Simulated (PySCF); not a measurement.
## Electronic structure of HfH (charge +1, triplet) in real space

```yaml
atoms:
  - { symbol: Hf, position_ang: [0.0000, 0.0000, -0.0100] }
  - { symbol: H, position_ang: [0.0000, 0.0000, 1.7830] }
```

Core potentials replace the inner electrons of Hf.

Theory: PySCF, PBE0/def2-TZVPPD, non-relativistic Hamiltonian with scalar-relativistic core potentials where named, at a bond length of 1.793 Å.

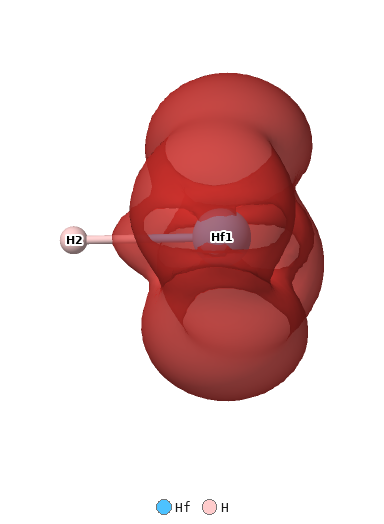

Figure 1. Isosurfaces of the spin density (α minus β) at +0.03 (red) and −0.03 e/Å³ (blue), seen from one side.

> Describe the spin distribution.

The unpaired spin (2 electrons) lies mostly on Hf1 (about 2.0), in electrons by Hirshfeld's partition. Only one sign reaches the isovalue.

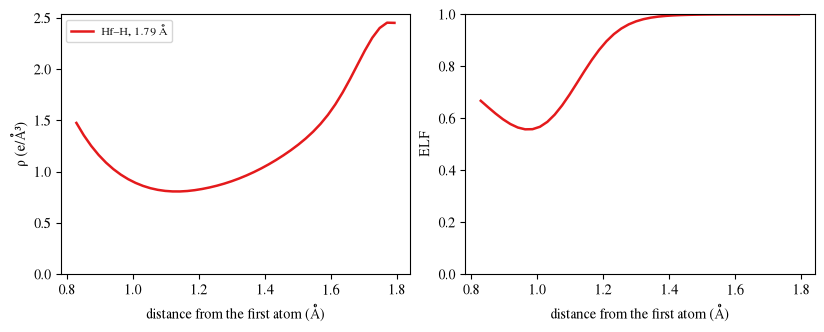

Figure 2. Electron density and electron localisation function along straight lines between neighbouring atoms. The curves leave out the atomic cores.

> What can be read from the curves?

Hf–H (1.79 Å): the density is about 1.2 e/Å³ at the midpoint; the ELF climbs to about 1 towards the hydrogen.
